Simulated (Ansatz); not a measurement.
Frequency calculation of C₂H₉BO

- system: C₂H₉BO
- method: RKS PBE-D4/6-31G* (Ansatz 0.2.0)

It belongs to a series of runs on one base structure; here: vibrations at the highest image of the band. Figures and captions count atoms from 1; the log counts them from 0 in places.

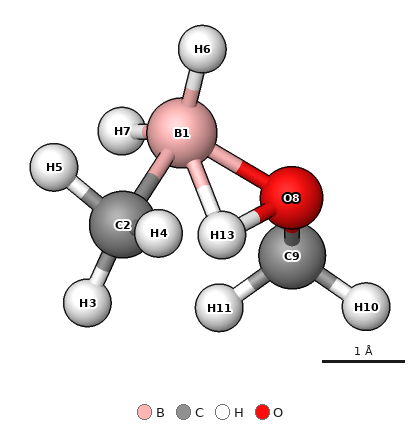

Figure 1. The input geometry (ball-and-stick view, seen at a tilt; atoms are numbered from 1 in the order of the input). Bond lengths as drawn: B–C 1.79 Å, B–H 1.21 to 1.44 Å, B–O 1.59 Å, C–H 1.10 to 1.11 Å, C–O 1.43 Å and H–O 1.26 Å.

## Input file
```yaml
crystal:
  periodic: [false, false, false]
  atoms:
    - { symbol: B, position_ang: [0.20067, -0.376285, 0.157355] }
    - { symbol: C, position_ang: [-0.126272, -0.03066, 1.880086] }
    - { symbol: H, position_ang: [-1.114478, -0.252275, 2.320138] }
    - { symbol: H, position_ang: [0.664942, -0.166662, 2.637715] }
    - { symbol: H, position_ang: [-0.13152, 1.045323, 1.633807] }
    - { symbol: H, position_ang: [1.27695, 0.099488, -0.108738] }
    - { symbol: H, position_ang: [-0.775831, -0.026374, -0.46498] }
    - { symbol: O, position_ang: [0.316259, -1.960081, 0.246367] }
    - { symbol: C, position_ang: [-0.836087, -2.666985, -0.231538] }
    - { symbol: H, position_ang: [-0.708727, -3.73423, 0.013054] }
    - { symbol: H, position_ang: [-1.770965, -2.292965, 0.228672] }
    - { symbol: H, position_ang: [-0.913607, -2.543808, -1.325595] }
    - { symbol: H, position_ang: [0.070266, -1.272183, 1.276959] }
basis:
  gaussian: { orbitals: "6-31G*" }
hamiltonian:
  xc: pbe
  dispersion: d4
phonons: {}
```

Launched with:
```bash
ansatz run input.yaml --threads 1 --pin off --max-ram 2048MiB --backend cpu --events-out ev --progress --plain --runs-dir out
```

## What the program printed
```
Engine: ansatz 0.2.0, aarch64-unknown-linux-gnu
Functional definition: PBE
  parameter kappa = 0.804
  parameter beta = 0.06672455060314922
  exchange = pbe_x(kappa = kappa, mu = beta*pi^2/3)
  correlation = pbe_c(beta = beta)
1022 factors; their error is unknown
mean field evaluation 1: about -4928.4946 eV, gradient 5.6e1 eV
mean field evaluation 2: about -4921.5032 eV, gradient 7.8e1 eV
mean field evaluation 4: about -4935.7239 eV, gradient 5.6e0 eV
mean field evaluation 8: about -4935.7821 eV, gradient 6.8e-2 eV
mean field evaluation 16: about -4935.7164 eV, gradient 5.1e-5 eV
mean field -4935.71639980 eV, -181.3842321439 hartree, gradient 5.1e-5 eV, S^2 0.000000; 0 other end points of the search recorded, 0 dependent functions left out
the calculation of the forces begins
reference -4935.71642337 eV, -181.3842330102 hartree; 17, 17 occupied and 61, 61 virtual orbitals, 1022 factors
these checks for a lower state are left out or cut short: stability, starts, cluster_reference, orbital_swaps, neighbouring_geometries, increment
1022 factors; their error is unknown
mean field -4935.71627360 eV, -181.3842275061 hartree, gradient 2.0e-6 eV, S^2 0.000000; 0 other end points of the search recorded, 0 dependent functions left out
[... from here on the field's lines of each further geometry are left out, up to the last ...]
the calculation of the forces begins
reference -4935.71638363 eV, -181.3842315499 hartree; 17, 17 occupied and 61, 61 virtual orbitals, 1022 factors
these checks for a lower state are left out or cut short: stability, starts, cluster_reference, orbital_swaps, neighbouring_geometries, increment
1022 factors; their error is unknown
mean field evaluation 480: about -4935.7845 eV, gradient 2.9e-1 eV
mean field -4935.71637550 eV, -181.3842312511 hartree, gradient 8.6e-7 eV, S^2 0.000000; 0 other end points of the search recorded, 0 dependent functions left out
the calculation of the forces begins
reference -4935.71639907 eV, -181.3842321172 hartree; 17, 17 occupied and 61, 61 virtual orbitals, 1022 factors
WARN: phonons: modes at or below zero, which the zero-point energy, F, S and C_V leave out: 1, the lowest at -1202.78 cm⁻¹. A minimum has none, and a first-order saddle one
Total energy: -4935.90448834 eV, -181.3911442702 hartree
Atom 0 at     0.200670    -0.376285     0.157355 Å, force    -0.000554     0.001705    -0.003504 eV/Å
Atom 1 at    -0.126272    -0.030660     1.880086 Å, force    -0.005062     0.000243     0.005371 eV/Å
Atom 2 at    -1.114478    -0.252275     2.320138 Å, force     0.001355     0.000299    -0.001038 eV/Å
Atom 3 at     0.664942    -0.166662     2.637715 Å, force     0.000474     0.000226    -0.000183 eV/Å
Atom 4 at    -0.131520     1.045323     1.633807 Å, force     0.002021    -0.000338    -0.000737 eV/Å
Atom 5 at     1.276950     0.099488    -0.108738 Å, force     0.000006    -0.000792     0.000322 eV/Å
Atom 6 at    -0.775831    -0.026374    -0.464980 Å, force     0.000479    -0.000037     0.000740 eV/Å
Atom 7 at     0.316259    -1.960081     0.246367 Å, force    -0.002674    -0.002424    -0.001626 eV/Å
Atom 8 at    -0.836087    -2.666985    -0.231538 Å, force     0.001412     0.002305     0.000903 eV/Å
Atom 9 at    -0.708727    -3.734230     0.013054 Å, force     0.001404    -0.000345     0.000786 eV/Å
Atom 10 at    -1.770965    -2.292965     0.228672 Å, force    -0.000365     0.000002    -0.000348 eV/Å
Atom 11 at    -0.913607    -2.543808    -1.325595 Å, force     0.000042    -0.000474    -0.000304 eV/Å
Atom 12 at     0.070266    -1.272183     1.276959 Å, force     0.001463    -0.000369    -0.000381 eV/Å
Dipole moment:    -0.310932    -0.165224     0.260716 e Å
Vibrations: -1202.78 105.82 170.38 194.24 334.53 490.55 613.70 630.27 755.52 820.14 893.25 957.18 1048.87 1110.72 1135.98 1155.35 1174.82 1205.48 1281.40 1453.46 1456.45 1470.30 1478.19 1490.27 1927.75 2521.24 2606.83 2958.39 2985.70 3035.40 3065.99 3069.56 3073.99 cm⁻¹, zero-point energy 2.893278 eV
```

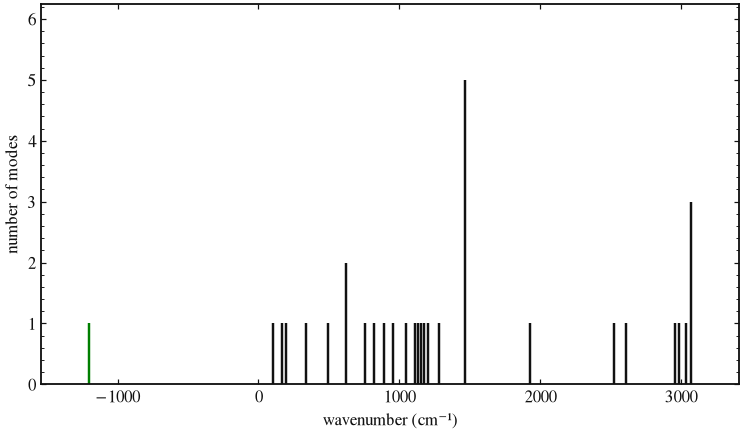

Figure 2. Harmonic vibrational wavenumbers from the force constants; neighbouring modes closer than 19 cm⁻¹ are counted in one stick, and imaginary ones are drawn at negative wavenumbers. 33 modes from 1203i to 3074 cm⁻¹, 1 imaginary beyond 8i (1203i cm⁻¹): a first-order saddle point, if the geometry is stationary.

## Summary

| quantity | value |
| --- | --- |
| outcome | converged |
| total energy | −4935.9045 eV |
| mean-field energy | −4935.7164 eV |
| largest force (length of the vector) | 0.007 eV/Å |
| hardware | 1 thread of Arm Neoverse V2, 24 GiB of memory available, shared host |
| wall time | 1.7 min |
| peak memory | 0.11 GiB |
